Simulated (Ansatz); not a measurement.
# MoS3 (built on the sites of a database entry of WO3): following an unstable mode

Wanted: the energy along a soft mode of MoS3 (built on the sites of a database entry of WO3) and the structure at the end.

Program: Ansatz 0.2.0. Level of theory: DFT PBEsol, scalar-relativistic, plane waves, PseudoDojo norm-conserving pseudopotentials. Results are calculated unless marked as measured.

The structure was built from a prototype and need not be the compound's stable phase.

## 1. The structure

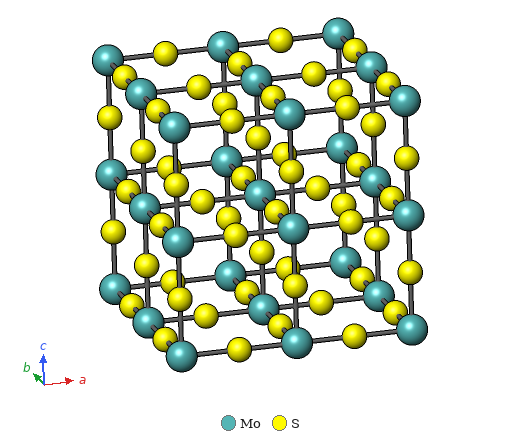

The cell as given, slightly off an axis (molybdenum teal, sulfur yellow). 2×2×2 cells are drawn. Some periodic images of atoms are drawn too.

## 2. Phonons on a q mesh

The cell comes from relaxations at this level that are not shown. Stability and thermal properties need the whole zone. Linear response on a 2×2×2 q mesh gives force constants as far as a supercell of that size would.

Contents of input.yaml:

```yaml
crystal:
  lattice:
    - [4.6295550062, 0.0, 0.0]
    - [0.0, 4.6295550062, 0.0]
    - [0.0, 0.0, 4.6295550062]
  atoms:
    - { symbol: Mo, position: [0.0, 0.0, 0.0] }
    - { symbol: S, position: [0.0, 0.0, 0.5] }
    - { symbol: S, position: [0.0, 0.5, 0.0] }
    - { symbol: S, position: [0.5, 0.0, 0.0] }
kpoints:
  mp_grid: { grid: [8, 8, 8] }
hamiltonian:
  xc: pbesol
  pseudopotentials: { kind: nc, accuracy: standard }
scf:
  occupations: { method: methfessel_paxton, width: 0.15 }
output:
  eigenvalues: true
phonons:
  method: dfpt
  qmesh: [2, 2, 2]
  temperatures: { t_max: 1000, t_step: 50 }
  qpath:
    path:
      - [[0.0, 0.0, 0.0], [0.0, 0.5, 0.0], [0.5, 0.5, 0.0], [0.0, 0.0, 0.0], [0.5, 0.5, 0.5], [0.0, 0.5, 0.0]]
      - [[0.5, 0.5, 0.5], [0.5, 0.5, 0.0]]
    npoints: 10
```

The run is started by

```console
ansatz run input.yaml --threads 4 --pin off --max-ram 7168MiB --backend cpu --events-out ev --progress --plain --runs-dir out
```

Numbers of over 12 decimals in the logs are rounded to 6 here.

The log of the run:

```text
Engine: ansatz 0.2.0, aarch64-unknown-linux-gnu
Pseudopotentials: kind: nc
Pseudopotential: Mo, nc, valence charge 14, recommended cutoff 1088.45545 eV (normal), Mo.nc.azcp (PseudoDojo's, or run here from an input of PseudoDojo's; its table is named by hamiltonian.pseudopotentials.accuracy)
Pseudopotential: S, nc, valence charge 6, recommended cutoff 707.496042 eV (normal), S.nc.azcp (PseudoDojo's, or run here from an input of PseudoDojo's; its table is named by hamiltonian.pseudopotentials.accuracy)
Functional definition: PBEsol
  exchange = pbesol_x
  correlation = pbesol_c
Crystal: 4 atoms, lattice volume = 99.224 Å³
Basis set: ecut = 1088.45545 eV, 8217 PW (Γ), exchange–correlation on 100×100×100 points (8 copies of the dense FFT grid, shifted against one another)
Bands: 20, of which v1, the nominal top of the filled ones, is band 16 counted from 1 (15 counted from 0)
Symmetry: 48 space group operations
k-points: 35 of 512
Non-local potential: Mo, projectors of the file, l = 0: 2, l = 1: 2, l = 2: 2
Non-local potential: S, projectors of the file, l = 0: 2, l = 1: 2, l = 2: 2
Initial density: superposition of atomic densities (chi_scale 0.1, normalization cell, long waves kept (reshape's long-wave potential 0.00 eV rms))
Initial wavefunctions: pseudopotential atomic-orbital guess
Functional: x = pbesol(κ = 0.804, μ = 0.123457), c = pbesol(β = 0.046)
SCF iter   1: F=—  HF=-2812.871240 eV  |F-HF|=—  |Δ(HF+E_count)|=         —  Δρ=6.75e-2  dr2=7.07e0  ethr=3.10e-3  ⟨swp⟩=7.7  Hψ=4240  notcnv=0
preconditioner: auto → LDOS  [metal: Δε(μ)=0.006 eV  Ē_g=7.456 eV  σ=0.150 eV  W_gap=0.03  n_scr=18 (ndim 8)  ℏωp=18.3 eV  f_vac=0.103  D(μ)=4.35/eV (n_scr^D=32)  β→1.0]
SCF iter   2: F=—  HF=-2811.737197 eV  |F-HF|=—  |Δ(HF+E_count)|=    1.13e0  S|Δr|=    0.00e0  Δρ=1.30e-2  dr2=6.89e-2  ethr=3.10e-3  ⟨swp⟩=8.0  Hψ=6939  notcnv=0
automatic band count: the SCF goes on with 24 bands, as 20 were too few: they end inside the smearing window of the response
SCF iter   3: F=—  HF=-2811.735615 eV  |F-HF|=—  |Δ(HF+E_count)|=   1.58e-3  S|Δr|=    0.00e0  Δρ=3.10e-3  dr2=1.12e-2  ethr=2.15e-4  ⟨swp⟩=2.8  Hψ=1640  notcnv=0  defer=54
SCF iter   4: F=—  HF=-2811.734241 eV  |F-HF|=—  |Δ(HF+E_count)|=   1.37e-3  S|Δr|=    0.00e0  Δρ=3.05e-4  dr2=7.35e-5  ethr=3.49e-5  ⟨swp⟩=1.8  Hψ=841  notcnv=0  defer=54
SCF iter   5: F=—  HF=-2811.734259 eV  |F-HF|=—  |Δ(HF+E_count)|=   1.77e-5  S|Δr|=    0.00e0  Δρ=3.79e-5  dr2=1.64e-6  ethr=2.30e-7  ⟨swp⟩=3.4  Hψ=1697  notcnv=0  defer=54
SCF iter   6: F=—  HF=-2811.733987 eV  |F-HF|=—  |Δ(HF+E_count)|=   2.72e-4  S|Δr|=    0.00e0  Δρ=5.28e-6  dr2=2.80e-8  ethr=5.13e-9  ⟨swp⟩=2.3  Hψ=1276  notcnv=0  defer=54
SCF iter   7: F=—  HF=-2811.733987 eV  |F-HF|=—  |Δ(HF+E_count)|=   1.25e-8  S|Δr|=    0.00e0  Δρ=4.71e-7  dr2=1.08e-10  ethr=8.74e-11  ⟨swp⟩=2.5  Hψ=1341  notcnv=0  defer=54
SCF iter   8: F=-2811.733987 eV  HF=-2811.733987 eV  |F-HF|=1.82e-12  |Δ(HF+E_count)|=  7.91e-11  S|Δr|=    0.00e0  Δρ=6.62e-8  dr2=1.21e-12  ethr=1.00e-12  ⟨swp⟩=15.6  Hψ=6682  notcnv=0
SCF 1 converged in 8 iterations: F = -2811.733987 eV  dr2 = 1.21e-12
Initial density: read from a saved state, or passed on in memory by an earlier SCF of this step, an earlier step, the calling program or the single point that the run made first
iter 1 solved again at ethr=2.02e-6 eV; its pass at ethr=3.10e-3 eV (dr2=6.47e-4 eV) is discarded
SCF iter   1: F=—  HF=-2811.734253 eV  |F-HF|=—  |Δ(HF+E_count)|=         —  Δρ=3.84e-6  dr2=6.72e-9  ethr=2.02e-6  ⟨swp⟩=3.7  Hψ=6584  notcnv=0
eigensolver tolerance schedule: the retry pair's looser diagonalisation over-reported the residual by 96255.90 of it (diagonalisation noise at an unbounded share of the residual, at the tolerance the schedule requests for it); recorded, not acted on — ethr = c·dr2/N_el stays at c = 1.0e-1
preconditioner: auto → LDOS  [metal: Δε(μ)=0.035 eV  Ē_g=6.859 eV  σ=0.150 eV  W_gap=0.20  n_scr=18 (ndim 8)  ℏωp=18.3 eV  f_vac=0.143  D(μ)=2.26/eV (n_scr^D=18)  β→1.0]
SCF iter   2: F=—  HF=-2811.733987 eV  |F-HF|=—  |Δ(HF+E_count)|=   2.66e-4  S|Δr|=    0.00e0  Δρ=3.19e-6  dr2=4.61e-9  ethr=2.10e-11  ⟨swp⟩=5.4  Hψ=2793  notcnv=0
SCF iter   3: F=—  HF=-2811.733987 eV  |F-HF|=—  |Δ(HF+E_count)|=   1.27e-9  S|Δr|=    0.00e0  Δρ=1.74e-6  dr2=1.36e-9  ethr=1.44e-11  ⟨swp⟩=1.0  Hψ=714  notcnv=0
SCF iter   4: F=—  HF=-2811.733987 eV  |F-HF|=—  |Δ(HF+E_count)|=  3.01e-10  S|Δr|=    0.00e0  Δρ=1.16e-6  dr2=6.13e-10  ethr=4.26e-12  ⟨swp⟩=1.0  Hψ=700  notcnv=0
SCF iter   5: F=—  HF=-2811.733987 eV  |F-HF|=—  |Δ(HF+E_count)|=  7.14e-11  S|Δr|=    0.00e0  Δρ=9.41e-7  dr2=3.99e-10  ethr=1.92e-12  ⟨swp⟩=1.0  Hψ=700  notcnv=0
SCF iter   6: F=—  HF=-2811.733987 eV  |F-HF|=—  |Δ(HF+E_count)|=  1.54e-10  S|Δr|=    0.00e0  Δρ=2.99e-7  dr2=3.79e-11  ethr=1.25e-12  ⟨swp⟩=2.3  Hψ=1236  notcnv=0
SCF iter   7: F=-2811.733987 eV  HF=-2811.733987 eV  |F-HF|=3.64e-12  |Δ(HF+E_count)|=  1.86e-11  S|Δr|=    0.00e0  Δρ=1.12e-7  dr2=5.72e-12  ethr=1.00e-12  ⟨swp⟩=2.9  Hψ=2369  notcnv=0
SCF 2 converged in 7 iterations: F = -2811.733987 eV  dr2 = 5.72e-12
phonons: the bands overlap, so this run is a metal and interpolates without the dipole-dipole term. If the crystal is really an insulator or semiconductor, its LO-TO splitting is missing
NSCF: frozen V_eff on 35 k-points
WARN: eigensolver did not converge in 9 slots of this pass, the one above among them; of largest residual over every band (k=27): 1 band(s) unlocked (lowest unlocked band 23, counted from 0; max residual 2.11e-3 eV among the unlocked bands, 2.11e-3 eV over every band); of lowest unlocked band (k=3): band 23
NSCF: frozen V_eff on 125 k-points
DFPT response loops at q = (0, 0, 0) (fractional): preconditioner auto → Kerker (q_TF=auto, 2.259 Å⁻¹) (partly filled bands, converged f_vac=0.143); β = 1.00, the filter's whole step (`scf.mixing.beta` (0.50) is not read by the response loops under this deck's `scf.mixing.preconditioner`; to damp them name `kerker` or `kerker_dos`, under which they read `scf.mixing.beta`, and type it under 1.00, their step now; both keys bind the ground state too); Broyden in place of MSR1
NSCF: frozen V_eff on 250 k-points
DFPT response loops at q = (0, 0, -0.5) (fractional): mixed as the last ones told, above
NSCF: frozen V_eff on 250 k-points
DFPT response loops at q = (0, -0.5, -0.5) (fractional): mixed as the last ones told, above
NSCF: frozen V_eff on 250 k-points
DFPT response loops at q = (-0.5, -0.5, -0.5) (fractional): mixed as the last ones told, above
SCF converged after 8 iterations
Stability not checked: this state was not tested for a lower state beside it, because cold or Methfessel-Paxton smearing, or corrected tetrahedra, fill the levels in a way that the test cannot read (fill_not_monotonic; see scf.lower_state_search)
Free energy (F): -2811.733987 eV
Harris-Foulkes:  -2811.733987 eV  (|F-HF|=1.82e-12)
Internal energy: -2811.736947 eV  (E = F + TS)
E sigma→0 (E₀):  -2811.734727 eV
Entropy (-TS):   0.002960 eV (0.740 meV/atom)
Fermi energy:    5.308875 eV
Step filling:    the computed levels leave a gap of 0.0354 eV = 0.2 smearing widths at the electron count; against every level under it full and every level over it empty, smearing changes F+E_penalty+E_count by +2.965 meV and its σ→0 estimate by +2.225 meV
--- Per-component energies (eV) ---
  E_band       = -299.532304
  E_kinetic    = 914.546228
  E_local      = -2841.175847  (includes V_loc(G=0)·N_el)
  E_nonlocal   = 359.378589
  E_hartree    = 900.581100
  E_xc         = -532.784717
  E_vxc        = -533.443432  (∫ρ·V_xc dr)
  E_ewald      = -1612.282299
  E_smearing   = 0.002960  (= −TS)
  E_closure    = 0.000000  (closes the sum)
  Σ components = -2811.733987   (vs F -2811.733987, Δ=0.00e0)
--- Band table (eV; the first three rows and the last of 35) ---
  k-point 0: bands = [... 12 lower, 3.6643, 4.2415, 4.2415, 4.2415, 4.9548, 4.9548, 4.9548, 6.0237, ... 4 higher]
  k-point 1: bands = [... 12 lower, 3.6692, 4.1691, 4.2315, 4.5645, 4.5645, 5.2210, 5.2210, 6.0290, ... 4 higher]
  k-point 2: bands = [... 12 lower, 3.5024, 3.6812, 4.0041, 4.6840, 4.6840, 5.9616, 5.9616, 6.0399, ... 4 higher]
  k-point 34: bands = [... 12 lower, 0.3685, 5.7851, 5.7851, 5.7851, 7.1005, 7.1005, 7.1005, 9.9567, ... 4 higher]
--- Phonons (Γ-DFPT): 3 representative perturbations + reference (Σ response iterations 7) ---
  ASR residual: 5.320e-5 → 0.000e0 eV/Å²; symmetrization residual: 9.537e-6 eV/Å²
  ASR residual per site (eV/Å²): 9.54e-6 5.32e-5 5.32e-5 5.32e-5
  Γ frequencies (cm⁻¹): 0.00 0.00 0.00 56.12 56.12 56.12 107.32 107.32 107.32 378.05 378.05 378.05
--- Phonons (arbitrary-q DFPT): 4 irreducible q on the 2×2×2 mesh ---
  q = [0.0000, 0.0000, 0.0000] (star 1, of the zone-centre solve; hermiticity 1.37e-6, symmetrization 1.69e-14): -0.00 -0.00 0.00 56.12 56.12 56.12 107.32 107.32 107.32 378.05 378.05 378.05
  q = [0.0000, 0.0000, -0.5000] (star 3, 7 solved perturbations in 775 linear systems a pass and spin channel, the states on 125 of 512 k-point pairs; hermiticity 7.02e-8, symmetrization 1.54e-13, the responses' own estimated error 7.3e-5 eV/Å²): -46.38 -46.38 82.05 82.05 119.20 139.85 157.80 157.80 176.27 366.29 366.29 421.60
  q = [0.0000, -0.5000, -0.5000] (star 3, 7 solved perturbations in 775 linear systems a pass and spin channel, the states on 125 of 512 k-point pairs; hermiticity 3.66e-7, symmetrization 6.17e-13, the responses' own estimated error 7.1e-5 eV/Å²): -73.49 -14.35 102.11 130.50 130.50 156.97 156.97 170.37 170.37 227.87 352.96 466.85
  q = [-0.5000, -0.5000, -0.5000] (star 1, 3 solved perturbations in 275 linear systems a pass and spin channel, the states on 125 of 512 k-point pairs; hermiticity 4.26e-13, symmetrization 6.83e-13, the responses' own estimated error 5.3e-5 eV/Å²): -218.29 -218.29 -9.69 -9.69 -9.69 164.46 164.46 164.46 225.37 225.37 225.37 507.29
  sum rule: each row above includes the acoustic sum rule's correction from the zone centre's row sums; it moved no ω² by more than (0.67 cm⁻¹)²
  mesh force constants: q→R imaginary residual 1.53e-46; ASR residual 5.320e-5 → 0.000e0 eV/Å²; symmetrization residual 2.132e-14 eV/Å²
  interpolated dispersion: 62 rows × 12 modes
  density of states and harmonic sums: on the 14×14×14 q-mesh, interpolated from the force constants of a 2×2×2 supercell (no non-analytic term)
  largest difference from the sums on the solved wave vectors: F 3.88e-1 eV, S 5.22e-4 and C_V 1.37e-4 eV/K
  zero-point energy: 0.124513 eV/cell   skipped modes (ω ≤ 0): 135, of them read as no rigid motion or as one in doubt: 132 (9.428e-1 modes/cell left out, lowest -218.29 cm⁻¹)   left out of the sums: 7.87e-2 of the cell's modes: C_V's classical limit lies that fraction below 3 k_B per atom; for a crystal, a wire or a layer, F and S can be off by more, and a phonons.interpolated_qmesh denser along its periods is the remedy for the sampling
```

Elapsed: 5.9 min, on 4 threads of Arm Neoverse V2, shared host; peak memory 2.5 GiB; 23 min of CPU time.

Reading the cycles: dr2 is the Hartree energy of the density residual (eV), the measure of convergence; HF is the Harris–Foulkes estimate of the energy, which meets the free energy F at convergence.

Numbers from this step:

| Item | Value |
| --- | --- |
| volume per atom | 24.81 Å³ |
| gap on the k-mesh | 0 eV |
| sum-rule residual before enforcement | 5.32e-5 eV/Å² |
| lowest frequency on the path | -218.3 cm⁻¹ |
| point group | m-3m |
| highest frequency on the path or at a solved wavevector | 507.3 cm⁻¹ |
| highest optical mode at the zone centre (no LO-TO term) | 378.1 cm⁻¹ |
| lowest optical zone-centre mode | 56.12 cm⁻¹ |
| lowest mode on the q mesh (acoustic modes at Γ apart) | -218.3 cm⁻¹ |

Frequencies (cm⁻¹) solved at each irreducible wavevector; negative means imaginary. Frequencies by wavevector, by row:

```
q in reciprocal lattice units  star  mode 1  mode 2  mode 3  mode 4  mode 10  mode 11  mode 12
                        0 0 0     1       0       0       0    56.1    378.1    378.1    378.1
                     0 0 -0.5     3   -46.4   -46.4      82      82    366.3    366.3    421.6
                  0 -0.5 -0.5     3   -73.5   -14.3   102.1   130.5    227.9      353    466.9
               -0.5 -0.5 -0.5     1  -218.3  -218.3    -9.7    -9.7    225.4    225.4    507.3
```

Interpolated from a 2×2×2 q mesh. The phonon branches at the labelled points (cm⁻¹):

```
    point  branch 1  branch 2  branch 3  branch 4  branch 9  branch 10  branch 11  branch 12
        Γ         0         0         0        56       107        378        378        378
        X       -46       -46        82        82       176        366        366        422
        M       -74       -14       102       130       170        228        353        467
        Γ         0         0         0        56       107        378        378        378
        R      -218      -218       -10       -10       225        225        225        507
        X       -46       -46        82        82       176        366        366        422
jump to R      -218      -218       -10       -10       225        225        225        507
        M       -74       -14       102       130       170        228        353        467
```

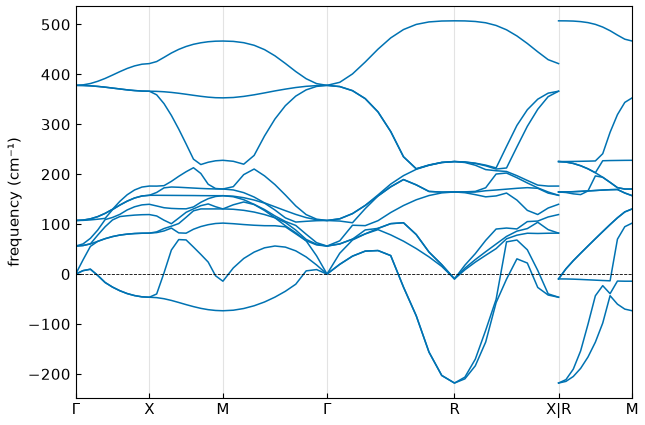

Phonon branches along the path.

Symmetry leaves 4 wavevectors to solve. The lowest mode among them, the acoustic zeros apart, lies at q = (-0.5, -0.5, -0.5) and is imaginary, 218.3i cm⁻¹, so the energy falls along it.

## 3. The mode frozen in, largest atomic shift 0 Å

The mode followed lies at q = (0, -0.5, -0.5) with frequency 73.5i cm⁻¹, one of the unstable modes though not the softest. At small amplitude the distorted cell has space group no. 129 by a symmetry search on the positions. The undistorted cell that holds it gives the zero of energy on the same k mesh.

System of this step: MoS3 (built on the sites of a database entry of WO3). Symmetry: Pm-3m, No. 221, cubic system. Conventional cell: a = 4.630 Å, b = 4.630 Å, c = 4.630 Å, α = 90.00°, β = 90.00°, γ = 90.00°. Nearest to Mo lie 6 S at 2.31 Å. Nearest to S lie 2 Mo at 2.31 Å. Nearest to S lie 2 Mo at 2.31 Å. Farther neighbours and most contacts between anions are not listed.

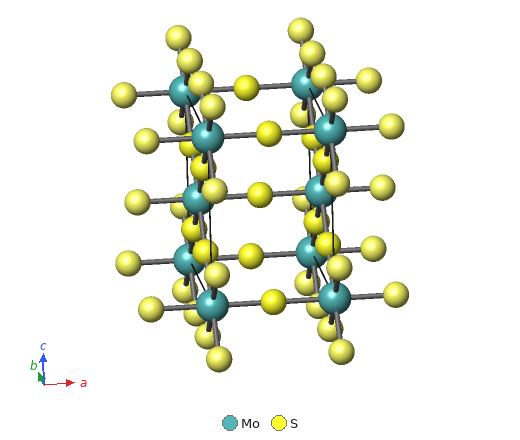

The cell of this step (molybdenum teal, sulfur yellow). Some periodic images of atoms are drawn too.

Contents of input.yaml:

```yaml
crystal:
  lattice:
    - [-4.6295550062, 0.0, 0.0]
    - [0.0, -4.6295550062, -4.6295550062]
    - [0.0, -4.6295550062, 4.6295550062]
  atoms:
    - { symbol: Mo, position: [0.0, 1.0, 0.0] }
    - { symbol: Mo, position: [0.0, 0.5, 0.5] }
    - { symbol: S, position: [1.0, 0.25, 0.75] }
    - { symbol: S, position: [1.0, 0.75, 0.25] }
    - { symbol: S, position: [0.0, 0.75, 0.75] }
    - { symbol: S, position: [0.0, 0.25, 0.25] }
    - { symbol: S, position: [0.5, 0.5, 0.5] }
    - { symbol: S, position: [0.5, 0.0, 0.0] }
kpoints:
  mp_grid: { grid: [8, 6, 6] }
hamiltonian:
  xc: pbesol
  pseudopotentials: { kind: nc, accuracy: standard }
scf:
  occupations: { method: methfessel_paxton, width: 0.15 }
output:
  forces: true
  stress: true
  eigenvalues: true
```

The log of the run:

```text
[...]
Crystal: 8 atoms, lattice volume = 198.448 Å³
Basis set: ecut = 1088.45545 eV, 16285 PW (Γ), exchange–correlation on 100×144×144 points (8 copies of the dense FFT grid, shifted against one another)
Bands: 40, of which v1, the nominal top of the filled ones, is band 32 counted from 1 (31 counted from 0)
Symmetry: 32 space group operations
[...]
k-points: 50 of 288
[...]
k-point 0: bands = [... 28 lower, 4.2488, 4.2586, 4.2586, 4.9573, 4.9573, 4.9634, 5.7728, 5.9741, ... 4 higher]
  k-point 1: bands = [... 28 lower, 4.2800, 4.4246, 4.5019, 4.6672, 4.8979, 5.1265, 5.5970, 6.2551, ... 4 higher]
  k-point 2: bands = [... 28 lower, 3.9963, 4.0858, 4.4465, 5.1844, 5.3035, 5.4114, 5.5117, 6.4478, ... 4 higher]
  k-point 49: bands = [... 28 lower, 3.4107, 3.4107, 5.7865, 5.7865, 6.9268, 6.9268, 6.9462, 6.9462, ... 4 higher]
[key lines of the parts left out:]
SCF converged after 7 iterations
Free energy (F): -5623.436590 eV
Fermi energy:    5.355559 eV
P = ⅓ Tr σ = 0.1576 GPa (1.576 kbar)
```

It took 19 s on 4 threads; peak memory 1.7 GiB.

Numbers from this step:

* pressure: 0.1576 GPa
* energy from the undistorted cell: 0 meV/atom

The run ends at a pressure of 0.16 GPa.

## 4. The mode frozen in, largest atomic shift 0.22 Å

The atoms are moved along the unstable eigenvector, the largest shift by 0.22 Å, with the cell fixed.

input.yaml, the sections that differ from step 3:

```yaml
crystal:
  lattice:
    - [-4.6295550062, 0.0, 0.0]
    - [0.0, -4.6295550062, -4.6295550062]
    - [0.0, -4.6295550062, 4.6295550062]
  atoms:
    - { symbol: Mo, position: [-0.047520766, 1.0, 0.0] }
    - { symbol: Mo, position: [0.047520766, 0.5, 0.5] }
    - { symbol: S, position: [1.0, 0.25, 0.75] }
    - { symbol: S, position: [1.0, 0.75, 0.25] }
    - { symbol: S, position: [0.0, 0.75, 0.75] }
    - { symbol: S, position: [0.0, 0.25, 0.25] }
    - { symbol: S, position: [0.5225570002, 0.5, 0.5] }
    - { symbol: S, position: [0.4774429998, 0.0, 0.0] }
# kpoints, hamiltonian, scf, output: as in step 3
```

The log of the run:

```text
[...]
Crystal: 8 atoms, lattice volume = 198.448 Å³
Basis set: ecut = 1088.45545 eV, 16285 PW (Γ), exchange–correlation on 100×144×144 points (8 copies of the dense FFT grid, shifted against one another)
Bands: 40, of which v1, the nominal top of the filled ones, is band 32 counted from 1 (31 counted from 0)
Symmetry: 16 space group operations
[...]
k-points: 50 of 288
[...]
k-point 0: bands = [... 28 lower, 4.1206, 4.1206, 4.3183, 4.7744, 4.7744, 4.8908, 5.8200, 5.8695, ... 4 higher]
  k-point 1: bands = [... 28 lower, 4.0657, 4.1337, 4.4714, 4.8269, 4.8999, 5.1198, 5.6482, 6.1292, ... 4 higher]
  k-point 2: bands = [... 28 lower, 3.7646, 3.8277, 4.4820, 5.2081, 5.4244, 5.5125, 5.5895, 6.4731, ... 4 higher]
  k-point 49: bands = [... 28 lower, 3.5119, 3.5119, 5.7660, 5.7660, 6.8885, 6.8885, 6.9127, 6.9127, ... 4 higher]
[key lines of the parts left out:]
SCF converged after 8 iterations
Free energy (F): -5623.513144 eV
Fermi energy:    5.384505 eV
P = ⅓ Tr σ = 0.0738 GPa (0.738 kbar)
```

The job ended after 20 s (4 threads; peak memory 1.7 GiB).

Numbers from this step:

| Quantity | Value |
| --- | --- |
| pressure | 0.07385 GPa |
| energy from the undistorted cell | -9.59 meV/atom |

The energy, extrapolated to zero smearing, is -9.59 meV/atom against the undistorted cell.

The run ends at a pressure of 0.07 GPa, with forces up to 0.13 eV/Å.

[end of part 1 of 3]

[Logs are printed without paths, hosts, clocks, repeated set-up lines and the standing remarks that a program may print on its own settings, such as how far it seeks lower states.]

[Hosts, paths, dates, database ids (printed as entryN), source tags and the programs' standing remarks are cut or masked in the printed files.]
